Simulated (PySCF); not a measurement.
# CH4O2Si (SMILES O=CO[SiH3]): what the fields show

```yaml
atoms:
  - { symbol: O, position_ang: [1.9359, 0.8684, 1.2505] }
  - { symbol: C, position_ang: [1.5372, 0.2051, 0.3472] }
  - { symbol: O, position_ang: [0.3886, -0.4888, 0.3664] }
  - { symbol: Si, position_ang: [-1.1636, -0.2088, -0.2164] }
  - { symbol: H, position_ang: [2.0977, 0.0555, -0.6045] }
  - { symbol: H, position_ang: [-1.9274, -1.4508, 0.0603] }
  - { symbol: H, position_ang: [-1.7665, 0.9613, 0.4805] }
  - { symbol: H, position_ang: [-1.1018, 0.0582, -1.6840] }
```

Geometry: PBE0-D3(BJ)/def2-SVP.

Computed with PySCF 2.14.0, PBE0/pcSseg-2, SCF density, gas phase, non-relativistic.

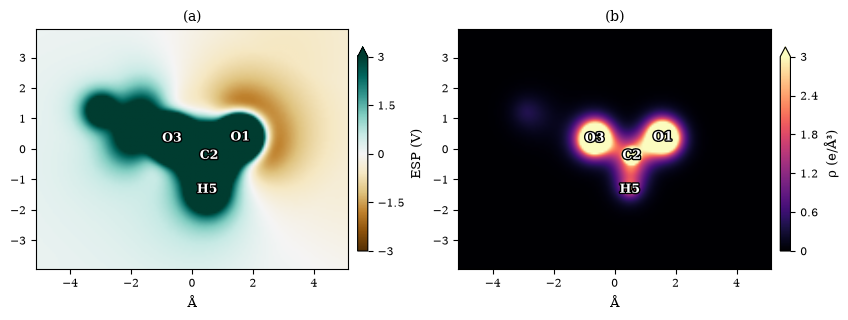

Figure 1. (a) electrostatic potential; (b) electron density on the plane of atoms O3, C2 and H5.

> Describe what can be read from this map.

The plane passes through O, C and H nuclei. C–O (1.19 Å): ρ is about 3.6 e/Å³ halfway. C–H (1.11 Å): ρ is about 2 e/Å³ halfway. C–O (1.34 Å): the density is about 2.4 e/Å³ at the midpoint. Outside the dense part of the molecule the potential is most negative (−1.8 V) near O1.

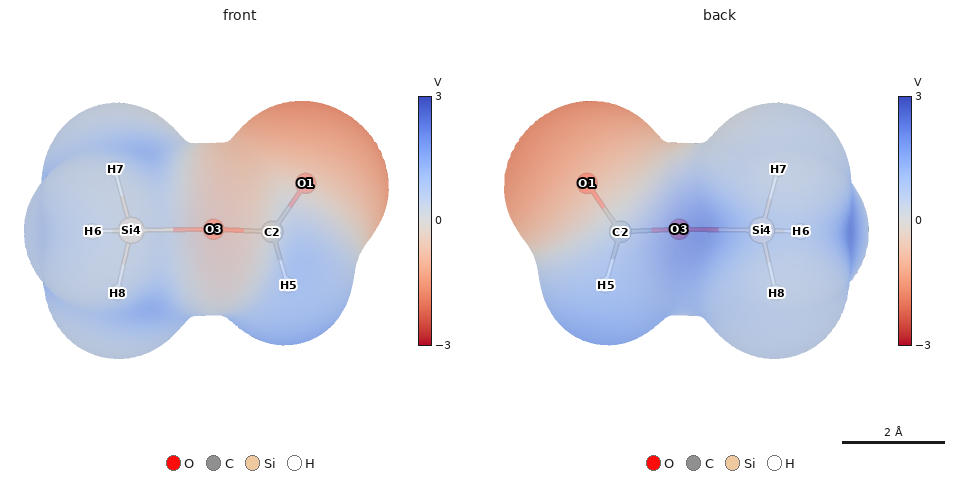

Figure 2. The molecular electrostatic potential painted on the density surface at 0.002 e/bohr³, seen from the front and from behind; red is negative and blue positive.

> Describe the electrostatic potential map.

The most negative region (about −1.6 V) lies over O1, the most positive (about +2.0 V) over Si4. O1 is the likeliest acceptor of a hydrogen bond.

> What dipole moment does the calculation give?

Its dipole moment is 2.99 D.
